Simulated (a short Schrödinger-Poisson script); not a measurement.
System: MOS inversion layer, SiO2 on p-type Si(100), at 300 K.

```
layer  material  thickness (nm)  Na (cm⁻³)
-----  --------  --------------  ---------
1          SiO2             1.3          -
2            Si            1000     5.1e17
```

Constants are typed, rounded textbook-type inputs, not results; the design itself was drawn at random and stands for no fabricated device. SiO2: permittivity 3.9, conduction-band edge (eV) 3.15, gap (eV) 9, electron mass (mₑ) 0.5. Si: permittivity 11.7, conduction-band edge (eV) 0, gap (eV) 1.124, Nv at 300 K (cm⁻³) 3.1e19.

Channel valleys (confinement mass, in-plane density-of-states mass, number): Δ2 0.916, 0.19, 2; Δ4 0.19, 0.417, 4. At the gate the conduction-band edge of layer 1 lies 3.35 eV − eVg above the Fermi level of the channel; the field vanishes at the back. Gaps are held at their typed values at every temperature. Mesh 0.03 nm at interfaces.

Solved with a short Schrödinger-Poisson script written for these runs: 1D Poisson equation in equilibrium, electrons quantum, Hartree (BenDaniel-Duke, 12 states a valley, the channel's in-plane mass for all, wave functions ending at the dielectric), parabolic valleys, classical holes, full ionisation, no traps, pinning or gate leakage.

Only gate voltages with over 1e8 electrons/cm² are shown.

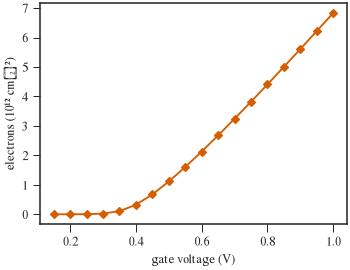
Figure. Sheet density against gate voltage

```tsv
Vg (V)	electrons (cm⁻²)	C (μF/cm²)	Δ2 E0 (meV)	Δ2 E1 (meV)	Δ4 E0 (meV)	Δ4 E1 (meV)
0.15	1.54e8	0.212	275.2	338.1	333.2	436.1
0.2	8.43e8	0.210	230.8	295.0	290.0	395.2
0.25	4.60e9	0.223	186.5	252.0	246.9	354.2
0.3	2.41e10	0.308	143.2	209.9	204.7	314.1
0.35	1.07e11	0.599	104.2	172.4	167.1	278.4
0.4	3.24e11	1.03	74.6	144.5	139.3	252.3
0.45	6.75e11	1.35	54.3	126.4	121.3	235.8
0.5	1.11e12	1.54	39.9	114.3	109.3	225.1
0.55	1.61e12	1.66	28.8	105.7	100.8	217.8
0.6	2.13e12	1.74	19.9	99.1	94.3	212.4
0.65	2.68e12	1.80	12.2	93.8	89.1	208.3
0.7	3.24e12	1.84	5.5	89.4	84.9	205.0
0.75	3.82e12	1.88	-0.6	85.7	81.3	202.3
0.8	4.41e12	1.91	-6.1	82.4	78.1	199.9
0.85	5.01e12	1.93	-11.3	79.5	75.3	197.9
0.9	5.61e12	1.95	-16.2	76.8	72.7	196.2
0.95	6.22e12	1.97	-20.8	74.4	70.4	194.6
1	6.84e12	1.98	-25.2	72.1	68.2	193.2
```

Subbands count from the Fermi level.
